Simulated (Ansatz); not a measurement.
## Electronic structure of BH$_{4}$NSi (SMILES B1N[SiH2]1) in real space

```xyz
7

B    -0.1642    1.4243   -2.7541
N     0.5928    1.5196   -3.9033
Si    1.7437    1.6835   -2.5827
H    -1.3116    1.2707   -2.4923
H     0.4388    1.4925   -4.9020
H     2.7507    0.5959   -2.4911
H     2.4254    3.0007   -2.5061
```

Geometry: r2SCAN-D4/def2-TZVP.

The calculation used Ansatz 0.2.0, isolated molecule in a Gaussian basis; Kohn-Sham density functional theory, functional PBE0.

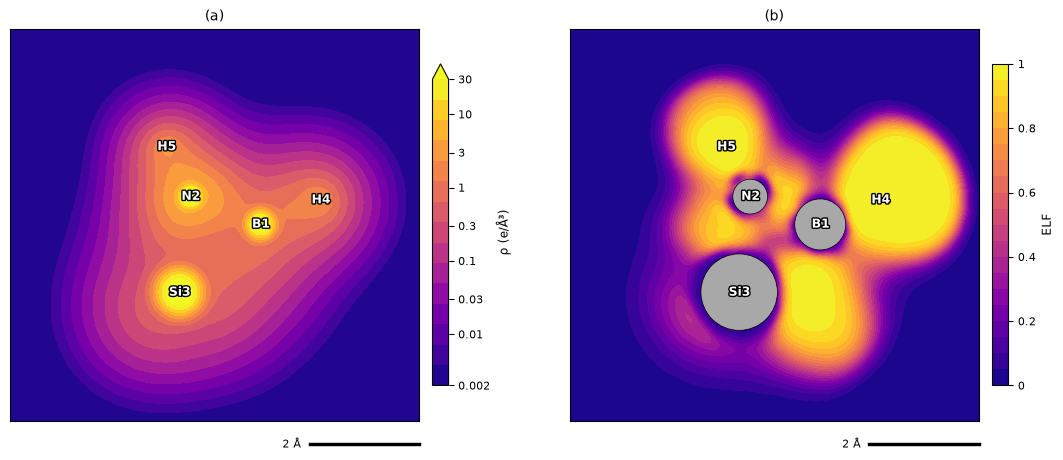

Figure 1. (a) electron density; (b) electron localisation function on the plane of atoms Si3, B1 and H4. Grey discs cover the atomic cores in the ELF map.

What does the map show?

The plane passes through B, N, Si and H nuclei. B–N (1.38 Å): ρ at the midpoint is about 2 e/Å³; the ELF peaks at about 0.90 between the atoms, as expected for a short, strongly polar bond. Si–N (1.76 Å): ρ at the midpoint is about 0.95 e/Å³; the ELF peaks at about 0.85 between the atoms, as expected for a polar covalent bond. Si–B (1.93 Å): the density is about 0.72 e/Å³ at the midpoint; the ELF peaks at about 0.70 between the atoms. N–H (1.01 Å): ρ is about 2.9 e/Å³ halfway; the ELF climbs to about 1 towards the hydrogen, as it does in any bond to H: an ordinary covalent bond to hydrogen. B–H (1.19 Å): ρ at the midpoint is about 1.3 e/Å³; the ELF climbs to about 1 towards the hydrogen: an ordinary covalent bond to hydrogen.

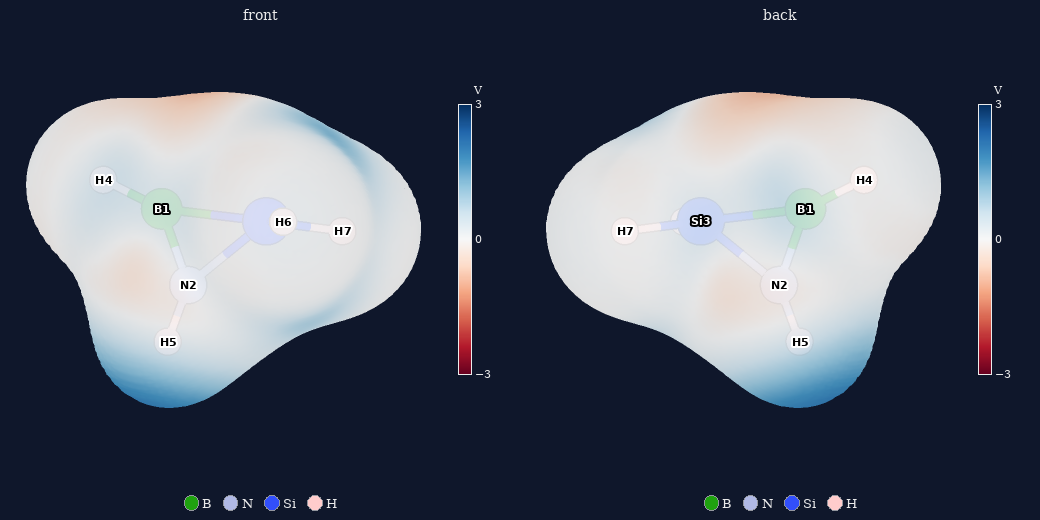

Figure 2. The electrostatic potential painted on the density surface at 0.002 e/bohr³, seen from the front and from behind; the colour scale runs from red (negative) to blue (positive).

Describe the electrostatic potential map.

The most negative region (about −0.8 V, or −18 kcal/mol for a unit charge) lies over H4, the most positive (about +2.0 V, or +46 kcal/mol for a unit charge) over H5.

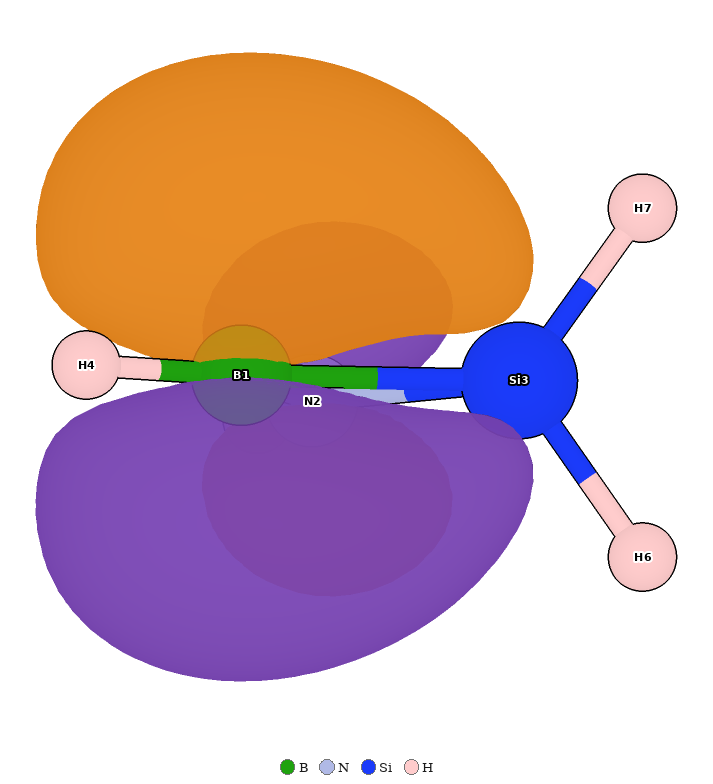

Figure 3. The LUMO at ±0.1 Å⁻³ᐟ² (orange and purple are the two phases), seen from one side.

Describe this orbital and give its energy.

It lies mainly on B1 (about 50 %), Si3 (about 20 %), N2 (about 20 %) and H4 (about 10 %). Its energy is −0.43 eV.
